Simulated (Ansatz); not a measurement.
A series of calculations on GaNH3Cl

Part 1: Relaxation

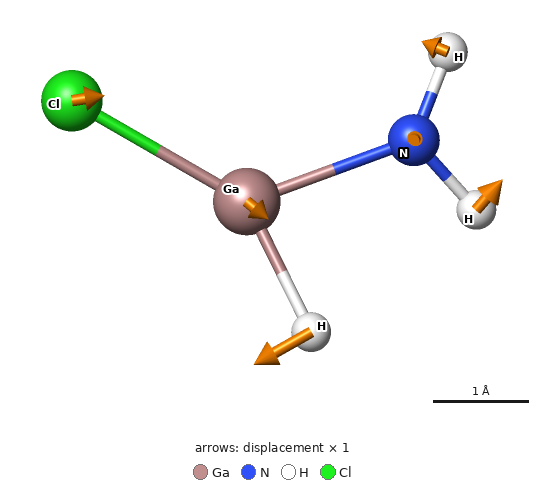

A relaxation of GaNH$_{3}$Cl. The starting structure is drawn; orange arrows show the displacements, at their true length. The two geometries are superimposed by the best rigid fit.

Style: ball-and-stick. Shown face on.

The run prepares an end point of a later path (reaction) calculation, from a guessed geometry.

Method: Ansatz, RKS PBE-D4/def2-TZVP.

Input
```yaml
crystal:
  periodic: [false, false, false]
  atoms:
    - { symbol: Ga, position_ang: [0.359721, 0.075023, -0.024603] }
    - { symbol: "N", position_ang: [0.97428, -0.141373, 1.73572] }
    - { symbol: H, position_ang: [0.472916, -0.171346, 2.622246] }
    - { symbol: H, position_ang: [1.929576, 0.18695, 1.850741] }
    - { symbol: H, position_ang: [1.863471, 0.079489, -0.393553] }
    - { symbol: Cl, position_ang: [-1.616763, -0.028744, -0.802851] }
basis:
  gaussian: { orbitals: def2-TZVP }
hamiltonian:
  xc: pbe
  dispersion: d4
relax:
  f_tol: 0.03
  max_steps: 50
```

Launched with:
```bash
ansatz run input.yaml --threads 4 --pin off --max-ram 5120MiB --backend cpu --events-out ev --progress --plain --runs-dir out
```

### Atoms of which element are displaced furthest, and by how much?

Hydrogen: up to 0.70 Å, against 0.35 Å for chlorine.

### Describe the change and its energy.

After 8 accepted moves (9 points after the start) the energy has fallen by 64.3 kJ/mol. Largest force component: 1.4 eV/Å at the start, 0.0021 eV/Å at the end. The line search rejected the trial step at point 5 of the run. H5 moves most after the best rigid fit: 0.70 Å. By element the largest moves are H 0.70 Å, Cl 0.35 Å, Ga 0.30 Å, N 0.14 Å. Near-neighbour distances that change, for instance: Ga1–N2 1.877 → 1.814 Å, Ga1–Cl6 2.127 → 2.164 Å, N2–H3 1.019 → 1.014 Å, Ga1–H5 1.548 → 1.553 Å. Among the angles between lasting bonds that change: N2–Ga1–H5 84.6° → 126.1°, H5–Ga1–Cl6 144.6° → 120.6°, N2–Ga1–Cl6 129.9° → 113.3°.

Part 2: Relaxation

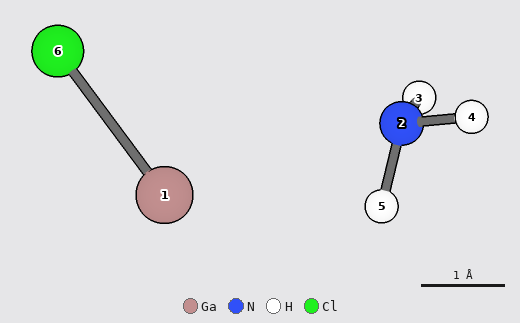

Starting structure of GaNH₃Cl. A ball-and-stick model, seen at a tilt.

The run prepares an end point of a later path (reaction) calculation, from a guessed geometry.

All numbers below come from RKS PBE-D4/def2-TZVP in Ansatz.

Input
```yaml
crystal:
  periodic: [false, false, false]
  atoms:
    - { symbol: Ga, position_ang: [-0.034428, -0.252526, -1.149913] }
    - { symbol: "N", position_ang: [1.331832, -0.01454, 1.643678] }
    - { symbol: H, position_ang: [1.107916, 0.75287, 2.278944] }
    - { symbol: H, position_ang: [1.994999, -0.633678, 2.112395] }
    - { symbol: H, position_ang: [1.817068, 0.392386, 0.819763] }
    - { symbol: Cl, position_ang: [-2.234188, -0.244511, -0.717167] }
basis:
  gaussian: { orbitals: def2-TZVP }
hamiltonian:
  xc: pbe
  dispersion: d4
relax:
  f_tol: 0.03
  max_steps: 50
```

Command:
```bash
ansatz run input.yaml --threads 4 --pin off --max-ram 5120MiB --backend cpu --events-out ev --progress --plain --runs-dir out
```

What does the optimiser find from here?

Answer. The largest move after the best rigid fit is that of Cl6, 1.04 Å. Largest moves by element: Cl 1.04 Å, H 1.00 Å, Ga 0.54 Å, N 0.44 Å. Among the contacts that change: Ga1–N2 3.119 → 2.452 Å, Ga1–Cl6 2.242 → 2.316 Å, N2–H5 1.039 → 1.023 Å, N2–H3 1.021 → 1.026 Å. The energy falls by 0.380 eV in 16 accepted moves (19 points after the start). Largest force component: 0.8 eV/Å at the start, 0.027 eV/Å at the end. The line search rejected the trial steps at points 8, 13, 17 of the run. The forces were under the threshold at step 12, but the run went on from there. Cost: 31 s on 4 threads of Intel(R) Xeon(R) Platinum 8175M CPU @ 2.50GHz (Skylake/Cascade Lake), on a shared host, peak memory 0.25 GiB.

History of the run:

```tsv
step	E − E(0), eV	largest force component, eV/Å	note
0	0.0000	0.7982	
1	-0.0628	0.8068	
2	-0.1046	1.2861	
3	-0.1867	0.3468	
4	-0.2437	0.2943	
5	-0.2933	0.1321	
6	-0.3339	0.3165	
7	-0.3606	0.2935	
8	-0.3583	0.5424	rejected
9	-0.3696	0.1138	
10	-0.3756	0.0580	
11	-0.3773	0.0383	
12	-0.3783	0.0149	
13	-0.3761	0.2680	rejected
14	-0.3792	0.0576	
15	-0.3796	0.0552	
16	-0.3798	0.0456	
17	-0.3794	0.0823	rejected
18	-0.3801	0.0349	
19	-0.3801	0.0274
```

The structure at the end:

```xyz
6

Ga    0.3006   -0.6220   -0.9349
N     1.2843    0.0448    1.2103
H     0.4206    0.3889    1.6432
H     1.6600   -0.7083    1.7919
H     1.9712    0.8028    1.1963
Cl   -1.6535    0.0938    0.0810
```

The end point in the same view:

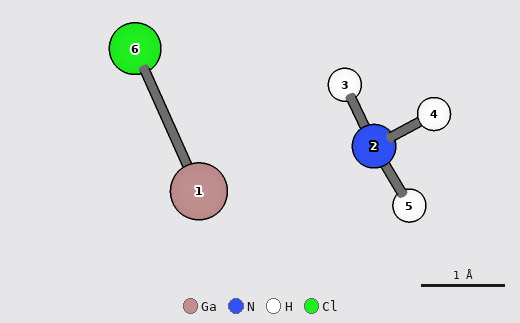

Limits of the set-up: the start holds two separate molecules, 2.8 Å apart at their closest, whose relative position is a soft coordinate.

Part 3: Path

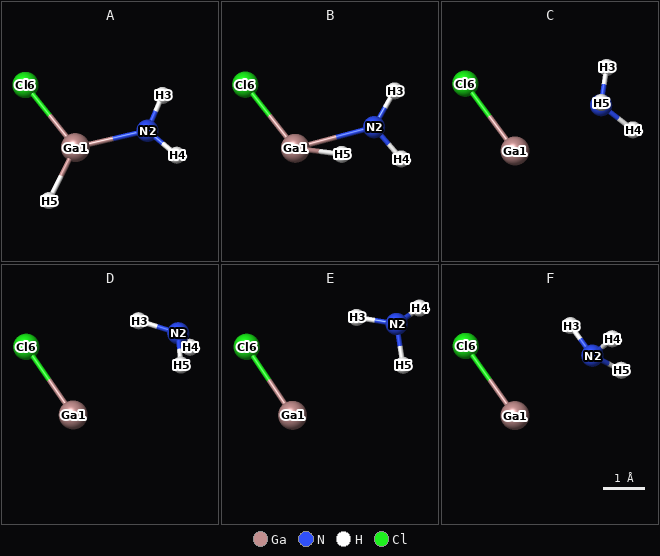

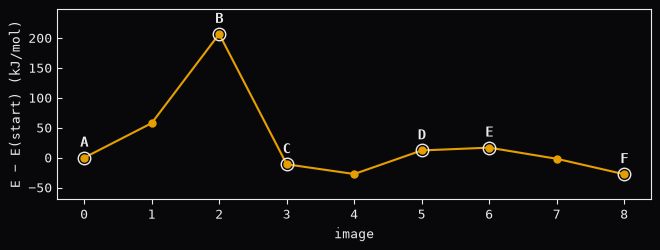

NEB run on GaNH3Cl. Images are numbered from 0 (start) to 8 (end). Frames A to F are images 0, 2, 3, 5, 6, 8. The picture is a ball-and-stick view, seen at a tilt.

The calculation used RKS PBE-D4/def2-TZVP (Ansatz). Settings: 7 movable images; climbing image; force threshold 0.05 eV/Å; iteration limit 60; starting path through a guess of the saddle point.

Question: What happens along the path, and what is the barrier?

Answer: The highest point, image 2, lies 206.8 kJ/mol above the start and 234.4 kJ/mol above the end; the end is at −27.6 kJ/mol relative to the start. The profile has 2 maxima (images 2, 6) with a dip at image 4 (−27.2 kJ/mol), so the process runs in steps. The path has more than one stage, and so few images may leave a stage unresolved. Breaking: Ga1–H5 (1.55 → 1.67 at the top → 3.06 Å), Ga1–N2 (1.81 → 2.00 at the top → 2.45 Å). Forming: N2–H5 (3.00 → 1.63 at the top → 1.02 Å). The band converged in 23 iterations. The largest component of the band force went from 4.9 to 0.042 eV/Å. The climbing image converged on the top of the path. Its vibrational analysis gives one imaginary mode (1195i cm⁻¹), as a transition state must have.
